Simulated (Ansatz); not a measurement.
# Ni4 (charge +1, sextet): what the fields show

```yaml
atoms:
  - { symbol: Ni, position_ang: [-1.0720, 0.1235, -0.7560] }
  - { symbol: Ni, position_ang: [0.0684, 1.3116, 0.7185] }
  - { symbol: Ni, position_ang: [-0.1598, -1.3574, 0.6082] }
  - { symbol: Ni, position_ang: [1.1634, -0.0777, -0.5707] }
```

Geometry: r2SCAN-D4/def2-SVP; ⟨S²⟩ = 8.87, above the pure value of 8.75.

All numbers below come from UKS PBE0-D4/def2-TZVP in Ansatz.

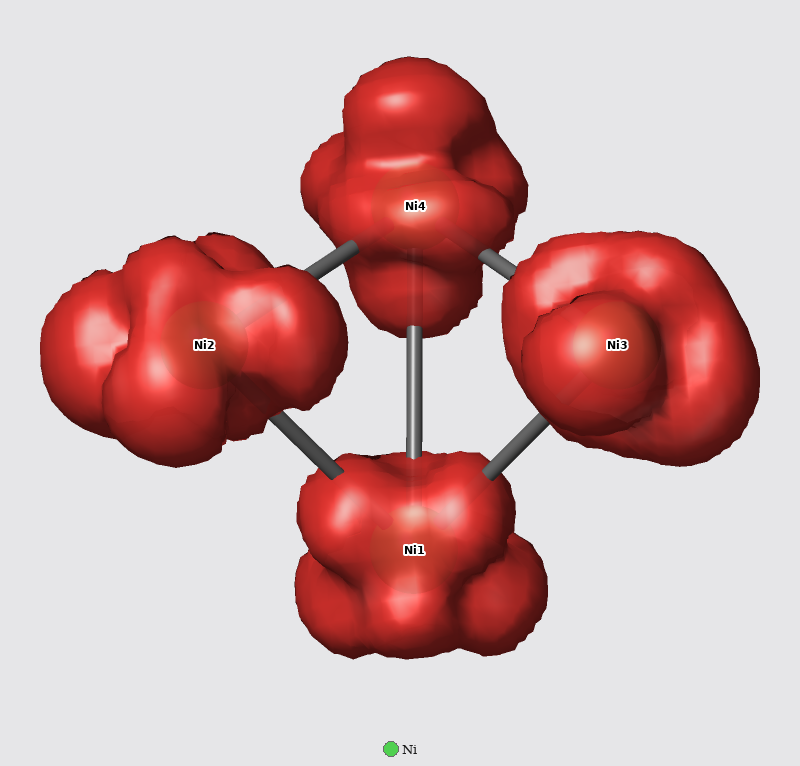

Figure 1. Isosurface of the spin density at +0.1 e/Å³ (red), seen across its widest extent.

> Which atoms carry the spin?

The unpaired spin (5 electrons) lies mostly on Ni2 (about 1.4), Ni3 (about 1.4), Ni1 (about 1.1) and Ni4 (about 1.1), in electrons by Hirshfeld's partition.

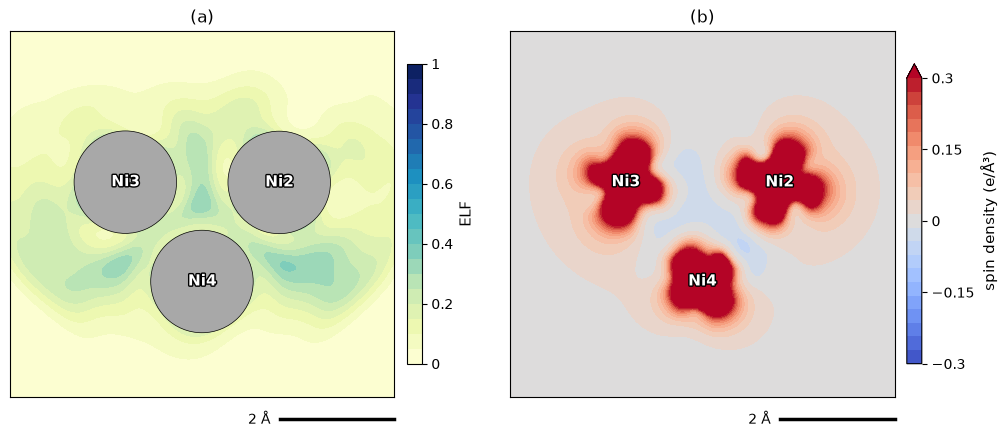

Figure 2. (a) ELF; (b) spin density (α minus β) on the plane of atoms Ni2, Ni4 and Ni3. Grey discs cover the atomic cores in the ELF map.

> What does the map show?

Atoms in the plane: Ni.
Ni–Ni (2.19 Å): the ELF is about 0.20 at the midpoint.

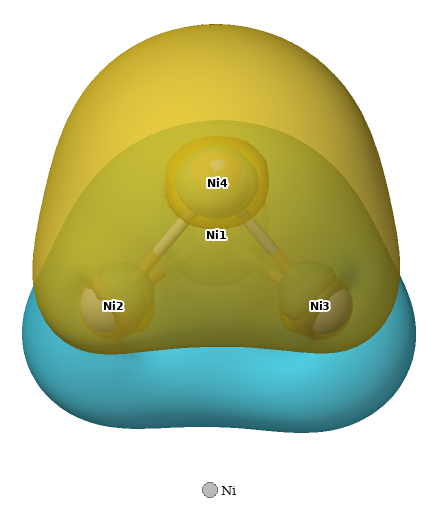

Figure 3. One frontier orbital at ±0.06 Å⁻³ᐟ² (yellow and cyan are the two phases), seen from one side.

> Which orbital is it: HOMO (α) or LUMO (α)?

The LUMO (α), at −7.49 eV. It lies mainly on Ni1 (about 35 %), Ni4 (about 35 %), Ni2 (about 15 %) and Ni3 (about 15 %).
